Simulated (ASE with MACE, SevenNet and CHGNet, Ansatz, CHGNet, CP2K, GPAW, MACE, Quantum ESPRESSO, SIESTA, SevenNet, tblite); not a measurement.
## Random packing of C72N28 (at. %) (57 atoms) in machine-learned potentials

Wanted: machine-learned potentials inputs and outputs for random packing of C72N28 (at. %) (57 atoms), checked against a plane-wave reference.

Program: ASE with MACE, SevenNet and CHGNet. Level of theory: the method is named at each step. Results are calculated unless marked as measured.

## (1) Starting point

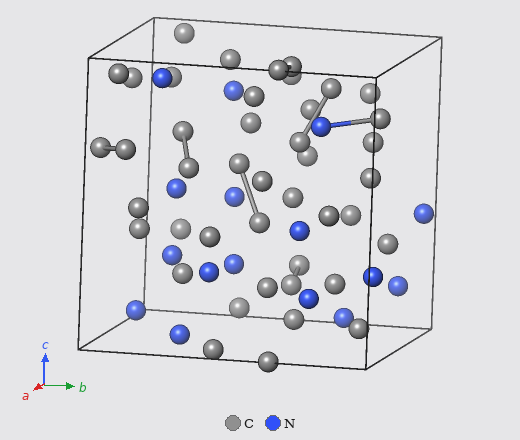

The cell as given, slightly off an axis (carbon grey, nitrogen blue). Bonds to atoms that aren't drawn are left out. Some periodic images of atoms are drawn too.

The cell holds 57 atoms: 41 C and 16 N. Cell: a = 7.976 Å, b = 7.976 Å, c = 7.976 Å, α = 90.0°, β = 90.0°, γ = 90.0°. 57 atoms (41 C, 16 N) packed at random in a cube at 2.35 g/cm³ and pushed apart as soft spheres; a start for melting by ab initio MD, not an equilibrated structure. Then every atom was moved at random, 0.02 Å r.m.s. a Cartesian component.

The yardstick, on the same geometry:

```
method                 : Kohn-Sham DFT, PBE, SSSP efficiency 1.3.0 pseudopotentials, plane waves (Quantum ESPRESSO 7.5); sssp-pbe-1.3.0-efficiency, cutoffs 60/480 Ry, Γ point
r.m.s. force component : 1.973 eV/Å
longest force          : 7.252 eV/Å
pressure               : -26.83 GPa
time                   : 80 s on 2 MPI ranks of Arm Neoverse V1, shared host
CPU time               : 2.7 min
```

## (2) MACE MP-0b2 small potential

Method: machine-learned interatomic potential MACE MP-0b2 small, trained on PBE(+U) plane-wave data.

Input file run.py:

```python
import numpy as np
from ase.io import read
import mlip  # loads the published weights by name

atoms = read("structure.xyz")
atoms.calc = mlip.calc("mace-mp-0b2-small")
energy = atoms.get_potential_energy()
forces = atoms.get_forces()
print(f"energy {energy:.6f} eV")
print("forces (eV/A)")
for i, (a, f) in enumerate(zip(atoms, forces)):
    print(f"{i:4d} {a.symbol:2s} {f[0]:10.5f} {f[1]:10.5f} {f[2]:10.5f}")
stress = -atoms.get_stress(voigt=False) * 160.21766
print("stress (GPa, compression positive)")
for row in stress:
    print(" ".join(f"{x:10.4f}" for x in row))
```

Input file structure.xyz:

```xyz
57
Lattice="7.97600 0.00000 0.00000 0.00000 7.97600 0.00000 0.00000 0.00000 7.97600" Properties=species:S:1:pos:R:3 pbc="T T T"
C 0.04762 3.86046 6.68078
C 0.31521 4.44367 4.53866
C 0.40478 6.13929 6.37322
C 3.15323 7.38841 2.72093
C 6.11919 5.20673 7.83602
C 3.87570 5.01690 5.44705
C 7.41569 3.40838 3.23810
C 4.54879 2.05191 1.74938
C 5.26193 4.01217 6.81868
C 4.25344 3.44428 4.80291
C 4.81232 7.42566 6.37777
C 3.31491 0.18720 6.80106
C 1.41965 5.94994 3.16902
C 7.51850 6.70415 4.04479
C 2.67547 2.74486 7.38506
C 3.80479 5.81299 6.95667
C 2.86314 4.65136 3.76220
C 7.75897 1.06695 5.51772
C 2.25832 4.92917 6.10587
C 7.08628 3.53720 0.12379
C 4.46911 4.11314 3.26298
C 7.15551 1.34731 3.85695
C 0.53328 4.37707 1.57574
C 5.18663 0.95600 2.98940
C 5.77662 7.25497 0.76259
C 2.20520 3.26944 5.62292
C 0.01468 0.85200 7.60679
C 2.21167 4.54752 1.28493
C 0.63282 2.78083 0.31713
C 1.42108 0.85638 6.60381
C 6.42092 4.57966 4.69930
C 4.46233 6.25470 1.73231
C 2.26048 6.68221 5.32893
C 0.27238 1.00673 2.30171
C 5.29973 4.57727 1.63755
C 6.40808 0.07274 5.31616
C 4.37978 7.11842 4.67473
C 4.57121 1.92732 5.62787
C 6.00146 2.44185 4.86010
C 7.81672 5.23385 0.00040
C 3.90649 5.03054 0.60737
N 6.74770 6.05426 1.63237
N 6.03448 3.11303 2.06235
N 0.84091 2.46107 6.25861
N 2.48237 1.28477 1.91249
N 2.13326 2.92352 1.73103
N 0.53088 7.12759 1.19217
N 5.75644 5.51572 3.31243
N 1.33454 2.69748 3.44348
N 1.36166 5.84346 0.35238
N 6.35934 1.70192 7.31694
N 1.00426 7.87518 3.28755
N 2.50303 0.34137 0.34584
N 5.52370 5.95313 6.15739
N 3.41851 1.54910 3.88383
N 6.64026 7.78673 2.33314
N 4.51777 2.02662 0.07593
```

Started as:

```
$ OMP_NUM_THREADS=1 python run.py > output.txt
```

Log:

```text
energy -303.910512 eV
forces (eV/A)
   0 C    -1.30601   -0.35970    2.31687
   1 C    -3.99795    1.37900   -0.81874
   2 C     0.89857   -2.32298    0.23016
   3 C     1.49948   -1.89558   -0.20234
   4 C    -0.02245   -1.77225   -0.88240
   5 C    -1.70749   -0.91004   -0.12869
   6 C     1.29085   -0.71676    0.68010
   7 C     3.79378   -1.50765   -1.43950
   8 C     1.41239    2.62625    1.17160
   9 C     0.56107    1.24733   -0.19267
  10 C    -0.97933   -0.61336   -3.75978
  11 C    -2.19014   -0.27795    2.56914
  12 C     0.86043    0.51940    1.13354
  13 C     0.44445    1.68823   -0.43423
  14 C    -0.64092   -0.33946   -2.04512
  15 C     1.11984   -2.40949    0.29274
  16 C     3.94492    0.47089    0.84305
  17 C    -0.96414   -1.56229   -0.50225
  18 C     2.45196   -0.21055   -2.18694
  19 C     3.18682   -0.10089   -4.10285
  20 C    -1.91800    2.72737    1.95122
  21 C    -1.77699    2.11771    1.49551
  22 C     0.75037   -0.60020   -2.83802
  23 C    -1.19285    1.06982   -2.25455
[...]
49 N    -3.56477    2.13446    1.48031
  50 N     2.40966    0.38734    0.86604
  51 N    -1.64088    0.39709   -1.92012
  52 N     1.31674   -0.71860   -2.53887
  53 N    -2.16087   -1.34776    2.74050
  54 N     2.50863   -1.23768    0.15287
  55 N    -2.02775    0.43344   -0.73202
  56 N    -0.68303    0.55916    4.17055
stress (GPa, compression positive)
  -37.1760     0.3114     2.3909
    0.3114   -26.9595     5.6631
    2.3909     5.6631   -32.8196
```

Run time: 8.5 s. Hardware: 1 thread of Arm Neoverse V1, shared host; peak memory 0.66 GiB.

Banners, paths, timers and routine set-up lines are dropped from the logs unmarked, and long logs keep their key lines alone; longer cuts are marked.

Numbers from this run, and their distance from the reference:

* r.m.s. force component: 1.937 eV/Å
* r.m.s. difference of force components: 947.2 meV/Å
* longest difference of force vectors: 3942 meV/Å
* force difference over r.m.s. force: 48.02 %
* slope of forces against the reference's: 0.8668
* correlation of force components: 0.8828
* pressure: -32.32 GPa
* pressure difference: -5.484 GPa

Length of the force difference by element (eV/Å):

```csv
element,atoms,mean,most
C,41,1.5,3.1
N,16,1.5,3.9
```

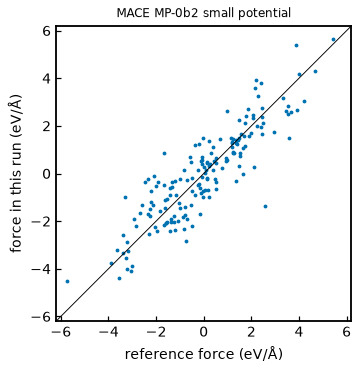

Force components against those of the reference; the line marks equality.

Local excerpt of 9 atoms (numbers count through the whole input) about C25, picked at random; x, y, z are measured from there.

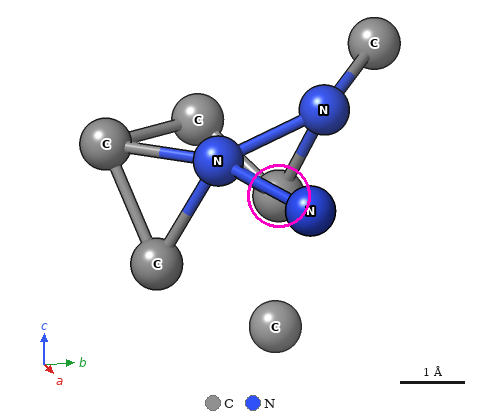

The atoms of the table, within 2.9 Å (arrows a, b, c point along x, y, z); some may hide others; the central atom is ringed.

```csv
atom,x,y,z,distance (Å),Fx,Fy,Fz (eV/Å)
C25,0.00,0.00,0.00,0.00,0.02,-3.34,5.65
N42,0.97,-1.20,0.87,1.77,-0.22,2.85,-1.07
N56,0.86,0.53,1.57,1.87,-2.03,0.43,-0.73
C32,-1.31,-1.00,0.97,1.92,-1.44,0.54,-3.19
C5,0.34,-2.05,-0.90,2.26,-0.02,-1.77,-0.88
C11,-0.96,0.17,-2.36,2.56,-0.98,-0.61,-3.76
N47,2.73,-0.13,0.43,2.77,1.46,-2.03,-2.06
C24,-0.59,1.68,2.23,2.85,-1.19,1.07,-2.25
C35,-0.48,-2.68,0.87,2.86,-0.34,-0.58,0.53
```

Atoms are counted from 1 here, from 0 in the log.

Forces lie 48 % from the reference's, at 0.049 times its CPU time (on 1 against 2 cores).

## (3) SevenNet 0 potential

Method: machine-learned interatomic potential SevenNet 0, trained on PBE(+U) plane-wave data.

run.py, as its differences from that of step 2:

```diff
@@ -5,3 +5,3 @@
 atoms = read("structure.xyz")
-atoms.calc = mlip.calc("mace-mp-0b2-small")
+atoms.calc = mlip.calc("7net-0")
 energy = atoms.get_potential_energy()
```

structure.xyz is that of step 2.

Log:

```text
energy -305.733673 eV
forces (eV/A)
   0 C    -0.37291   -1.95068    1.33789
   1 C    -4.20639    0.05719   -1.08290
   2 C     1.68988   -2.07051    0.50109
   3 C     1.36645   -1.46936    0.23512
   4 C     2.20295   -1.41752   -1.00751
   5 C    -2.72127   -0.74029    2.08710
   6 C     1.58373    0.24408    0.86849
   7 C     3.32818   -1.47329   -2.31212
   8 C     1.42385    1.31852    1.56208
   9 C     0.69897    0.73221   -0.05376
  10 C    -0.70539   -1.42344   -2.40576
  11 C    -0.19069   -0.55910    1.83550
  12 C     0.98849    0.39770    1.48438
  13 C     0.29270    1.61251   -0.41291
  14 C     0.22113    0.03908   -0.80228
  15 C     0.14805   -3.03563   -0.26104
  16 C     1.81018    0.89780   -1.26172
  17 C    -2.90737   -1.95368   -2.29188
  18 C     2.71491    0.90120   -2.57650
  19 C     3.91326   -1.43027   -3.14393
  20 C    -2.12550    1.86657    1.82616
  21 C    -0.62660    2.50408    1.59457
  22 C     1.59103   -0.52345   -1.14458
  23 C    -0.54416    1.12715   -2.08702
[...]
49 N    -3.28565    1.71411    0.42030
  50 N     1.33101    0.00646    1.21942
  51 N    -2.02227   -0.34048   -0.65159
  52 N     0.91801    0.20428   -1.31310
  53 N    -1.37487    1.33164    2.25720
  54 N     1.89221   -0.55408    1.15061
  55 N    -2.11802    0.60154   -1.22452
  56 N    -0.05416    0.34085    4.19638
stress (GPa, compression positive)
  -33.5664     1.8504     3.1861
    1.8504   -26.1867     2.2273
    3.1861     2.2273   -28.9983
```

The job ended after 9.3 s (1 thread; peak memory 0.92 GiB).

Compared with the plane-wave run:

- r.m.s. force component: 1.839 eV/Å
- r.m.s. difference of force components: 707.8 meV/Å
- longest difference of force vectors: 2287 meV/Å
- force difference over r.m.s. force: 35.88 %
- slope of forces against the reference's: 0.8703
- correlation of force components: 0.9334
- pressure: -29.58 GPa
- pressure difference: -2.75 GPa

Against the first run (48 %), the force difference from the reference is 36 %, at 1.2 times the CPU time.

## (4) CHGNet 0.3.0 potential

Method: machine-learned interatomic potential CHGNet 0.3.0, trained on PBE(+U) plane-wave data.

run.py, as its differences from that of step 3:

```diff
@@ -5,3 +5,3 @@
 atoms = read("structure.xyz")
-atoms.calc = mlip.calc("7net-0")
+atoms.calc = mlip.calc("chgnet-0.3.0")
 energy = atoms.get_potential_energy()
```

structure.xyz is that of step 3.

Log:

```text
CHGNet v0.3.0 initialized with 412,525 parameters
CHGNet will run on cpu
energy -315.590057 eV
forces (eV/A)
   0 C    -0.07447   -0.97793    0.67969
   1 C    -4.38237    0.15987   -1.34820
   2 C     0.91714   -1.50093   -0.08752
   3 C     1.37676   -1.56567   -0.63903
   4 C     0.89699   -1.94598   -1.64895
   5 C    -2.26940   -1.83368    0.30723
   6 C     2.20631   -0.20502    1.51847
   7 C     2.81362   -0.91588   -2.19165
   8 C     1.52172    2.08443    1.70827
   9 C     1.65170    0.01093    0.03872
  10 C    -1.39771   -0.87393   -3.69935
  11 C    -0.24326   -1.21672    2.07606
  12 C     1.63675    0.36504    2.02375
  13 C     0.39758    2.16474   -0.24750
  14 C     1.04223   -0.44013   -0.98783
  15 C     0.42901   -2.45843    0.54589
  16 C     1.57014    1.40493   -1.98397
  17 C    -3.16203   -2.08182   -2.32545
  18 C     2.37688    1.66342   -1.62480
  19 C     2.08719   -2.53323   -1.99724
  20 C    -3.67725    1.69168    2.99093
  21 C    -0.95408    3.16764    2.10504
  22 C     1.70870   -0.55453   -1.33001
  23 C    -1.53533    0.67642   -1.65436
[...]
49 N    -3.10968    2.46946    1.37978
  50 N     1.43750    0.27089    0.96789
  51 N    -1.84418   -0.27237   -1.87073
  52 N     1.52395    0.43837   -2.62129
  53 N    -1.08338    0.45842    2.07527
  54 N     2.64082   -1.10218    0.50592
  55 N    -1.92292    0.58837   -1.01535
  56 N    -0.32115    0.60552    2.87931
stress (GPa, compression positive)
  -39.9024     2.3855     2.6331
    2.3855   -32.4779     2.6025
    2.6331     2.6025   -35.6474
```

Elapsed: 4.7 s, on 1 thread; peak memory 1.4 GiB.

Compared with the plane-wave run:

```
r.m.s. force component                  : 1.874 eV/Å
r.m.s. difference of force components   : 794.7 meV/Å
longest difference of force vectors     : 2953 meV/Å
force difference over r.m.s. force      : 40.29 %
slope of forces against the reference's : 0.87
correlation of force components         : 0.9159
pressure                                : -36.01 GPa
pressure difference                     : -9.175 GPa
```

Against the first run (48 %), the force difference from the reference is 40 %, at 0.58 times the CPU time.

## (5) The ladder

Differences are against the plane-wave reference, forces as r.m.s. over components; share is that over the reference's r.m.s. force, slope the least-squares factor from reference forces to these. Total energies of different programs have different zeros and aren't compared.

```csv
run,"Δ force, r.m.s. (meV/Å)",share (%),slope,Δ pressure (GPa),cores,CPU time,memory (GiB)
reference,-,-,-,-,2,2.7 min,1.1
MACE MP-0b2 small potential,947,48.0,0.867,-5.48,1,7.8 s,0.66
SevenNet 0 potential,708,35.9,0.870,-2.75,1,9.1 s,0.92
CHGNet 0.3.0 potential,795,40.3,0.870,-9.18,1,4.6 s,1.4
```

Times of the machine-learned potentials are mostly Python's start and the loading of weights.

CPU time is summed over cores on a shared host, where runs went side by side, so it is rough. Symmetry, cutoffs, thresholds, outputs and thread counts weren't matched or tuned between programs; memory under MPI is the largest rank's times the ranks.

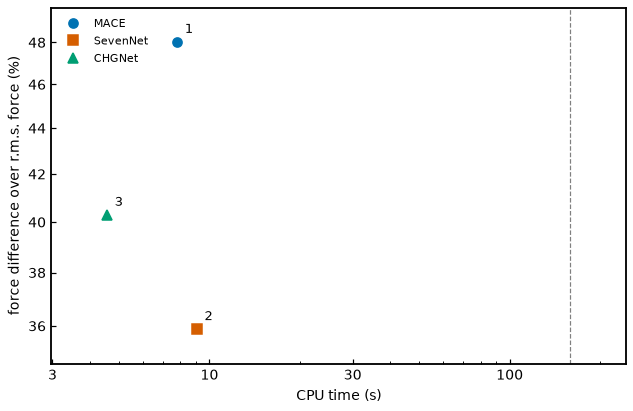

Force difference against CPU time; the dashed line marks the reference's time. Points: 1 MACE MP-0b2 small potential; 2 SevenNet 0 potential; 3 CHGNet 0.3.0 potential.

## (6) What came out

```
nearest in forces : SevenNet 0 potential, 36 %
its CPU time      : 9.1 s
```

**Reading.** Machine-learned potentials differ by 36 % (SevenNet 0 potential) to 48 % (MACE MP-0b2 small potential); they were trained on other programs' data. The reference's pressure holds the uncorrected Pulay stress of its 60 Ry basis, so small pressure differences, and their order, may be the reference's own error. Machine-learned potentials mimic data converged in k, so the reference's own k-point error enters their differences. The reference's stress is far from hydrostatic: its diagonal is -29.2, -26.2, -25.0 GPa, compression counted positive. The reference's pressure of -27 GPa says that the cell would shrink at this level of theory. The electronic-structure runs sample only Γ, in a cell whose shortest periodic width is 8 Å, which is coarse for a cell with partly filled levels.

[Also dropped from logs without a mark: logging warnings of Python, and SIESTA's first energy breakdown and zero terms.]

[Logs are printed without paths, hosts, clocks, repeated set-up lines and the standing remarks that a program may print on its own settings, such as how far it seeks lower states.]

[Hosts, paths, dates, database ids (printed as entryN), source tags and the programs' standing remarks are cut or masked in the printed files.]
